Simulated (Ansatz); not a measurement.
## Electronic structure of Cl2Sn···HCl in real space

Input file:

```
crystal:
  periodic: [false, false, false]
  atoms:
    - {symbol: Sn, position_ang: [0.194789, 1.416669, 0.351771]}
    - {symbol: Cl, position_ang: [1.204994, -0.928889, -1.248668]}
    - {symbol: H, position_ang: [-0.090319, -1.020948, -1.171752]}
    - {symbol: Cl, position_ang: [-1.834469, 0.272775, -0.320817]}
    - {symbol: Cl, position_ang: [0.524905, 0.260393, 2.389467]}
basis:
  gaussian: {orbitals: def2-TZVPP}
hamiltonian: {xc: pbe0, dispersion: d4}
output: {orbitals: {seedname: orbitals}}
```

Run with:

```sh
ansatz run in.yaml --threads 4 --pin off --events-out ev --progress --plain --max-ram 9574MiB
```

The product side of a reaction path; geometry: PBE0-D4/def2-TZVP; core potentials replace the inner electrons of Sn.

Method: Ansatz, RKS PBE0-D4/def2-TZVPP.

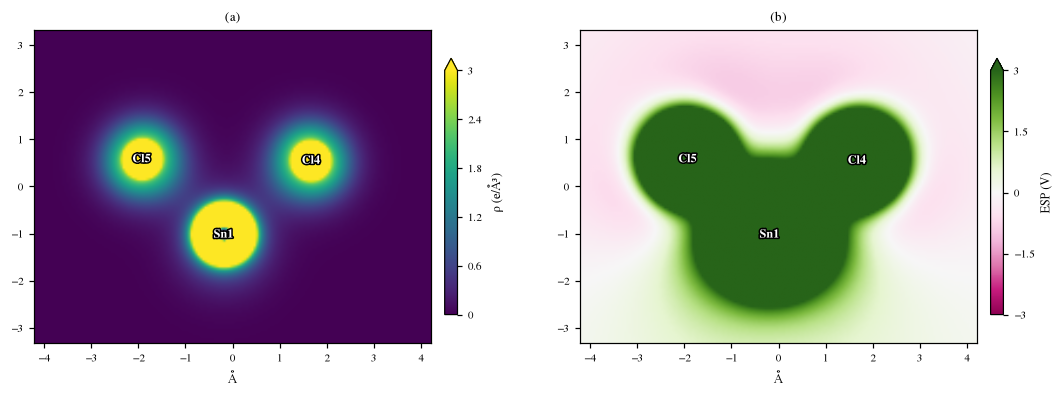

Figure 1. (a) electron density; (b) molecular electrostatic potential on the plane of atoms Cl4, Sn1 and Cl5.

What does the map show?

The plane passes through Sn and Cl nuclei. Sn–Cl (2.37 Å): the density is about 0.57 e/Å³ at the midpoint. Sn–Cl (2.42 Å): ρ is about 0.51 e/Å³ halfway. Outside the dense part of the complex the potential is most negative (−0.9 V) near Cl5.

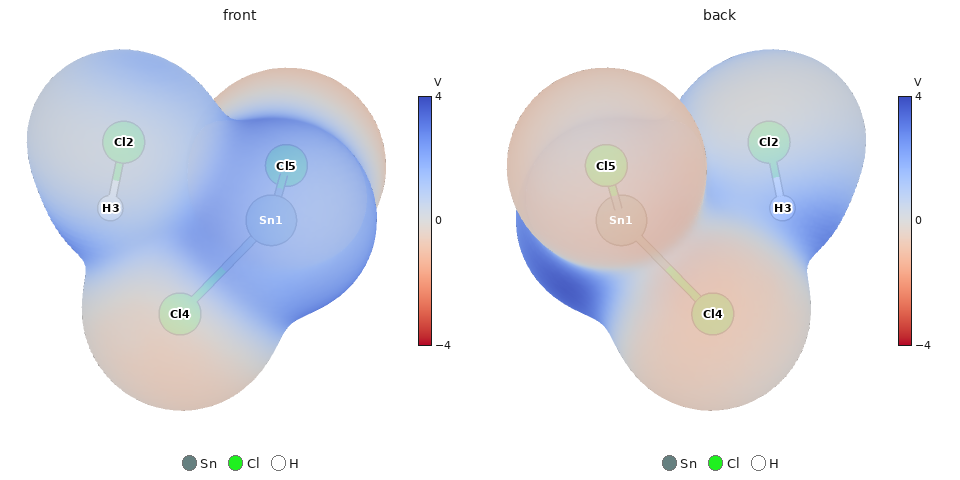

Figure 2. The electrostatic potential painted on the density surface at 0.004 e/bohr³, seen from the front and from behind; red is negative and blue positive.

Which sites attract a positive test charge, and which a negative one?

A positive charge is drawn to the negative regions and a negative charge to the positive ones. The most negative region (about −0.9 V) lies over Cl4 and Cl5, the most positive (about +3.5 V) over Sn1. Cl2 shows a σ-hole: about +1.5 V at the tip opposite its bond, against about +0.6 V on its flanks.

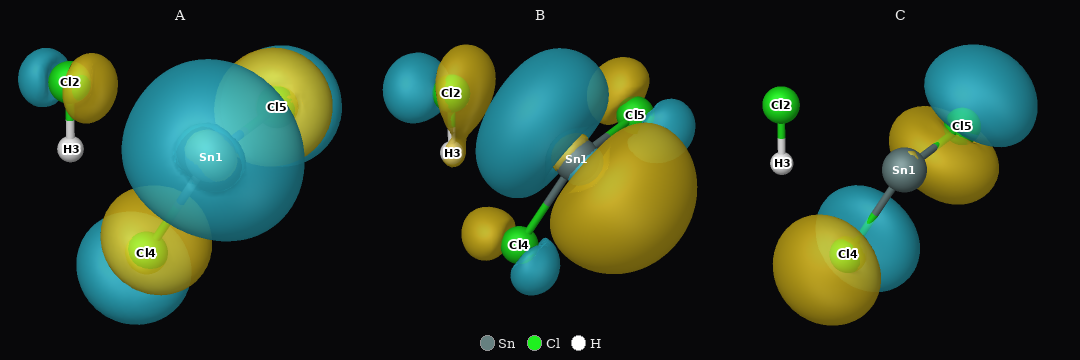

Figure 3. Three frontier orbitals at ±0.08 Å⁻³ᐟ² (yellow and cyan are the two phases), in no order.

Which picture is the HOMO−1, the HOMO and the LUMO?

C is the HOMO−1 (−8.67 eV). Its weight (Hirshfeld) is mainly on Cl5 (about 50 %) and Cl4 (about 45 %); largely a combination of lone pairs on Cl5 and Cl4. A is the HOMO (−7.94 eV). Its weight (Hirshfeld) is mainly on Sn1 (about 45 %), Cl5 (about 30 %) and Cl4 (about 25 %). B is the LUMO (−2.59 eV). By Hirshfeld shares it lies mainly on Sn1 (about 75 %), Cl2 (about 10 %) and Cl5 (about 10 %).

What is the HOMO–LUMO gap?

5.35 eV between the orbital energies.

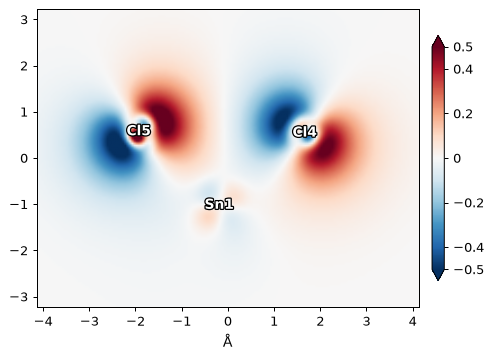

Figure 4. The HOMO−1 on the plane of atoms Cl4, Sn1 and Cl5 (values in Å⁻³ᐟ²; the overall sign is arbitrary).

Describe this orbital and give its energy.

It lies mainly on Cl5 (about 50 %) and Cl4 (about 45 %); largely a combination of lone pairs on Cl5 and Cl4. Its energy is −8.67 eV.
